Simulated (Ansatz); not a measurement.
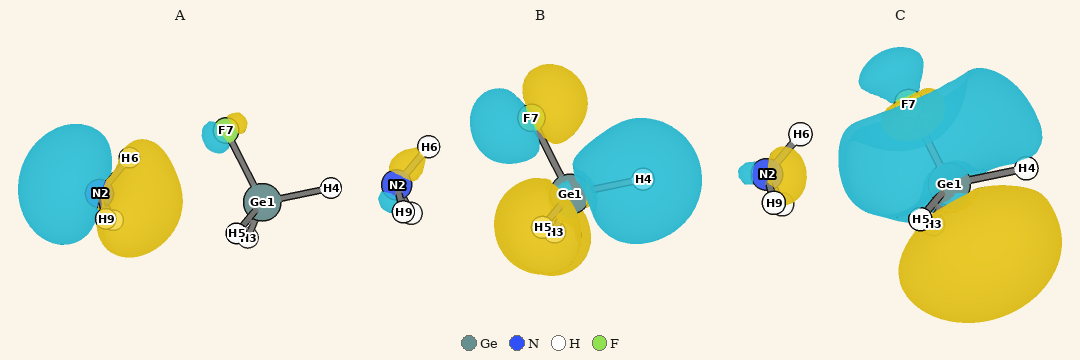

The picture shows: FGeH3···NH3. Three frontier orbitals at ±0.08 Å⁻³ᐟ² (yellow and cyan are the two phases), in no order.

Level of theory: RKS B3LYP/def2-SVP in Ansatz.

```xyz
9

Ge   -0.8562    1.1597   -0.3685
N     1.2014   -1.6382    0.4879
H    -1.7244   -0.0781   -0.6455
H    -1.6840    2.4562   -0.3588
H     0.3580    1.2591   -1.3060
H     0.9219   -0.8717    1.1021
F    -0.2296    0.9942    1.2675
H     0.3421   -2.0639    0.1366
H     1.6709   -1.2172   -0.3151
```

Order the three orbitals by energy and name them.

Answer. B is the HOMO−1 (−9.50 eV). It lies mainly on Ge1 (about 30 %), F7 (about 30 %), H4 (about 25 %), H3 (about 5 %) and H5 (about 5 %). A is the HOMO (−6.82 eV). It lies mainly on N2 (about 80 %); largely a lone pair of N2. C is the LUMO (−0.40 eV). It lies mainly on Ge1 (about 65 %) and F7 (about 15 %).

What is the HOMO–LUMO gap?

Answer. 6.42 eV between the orbital energies.
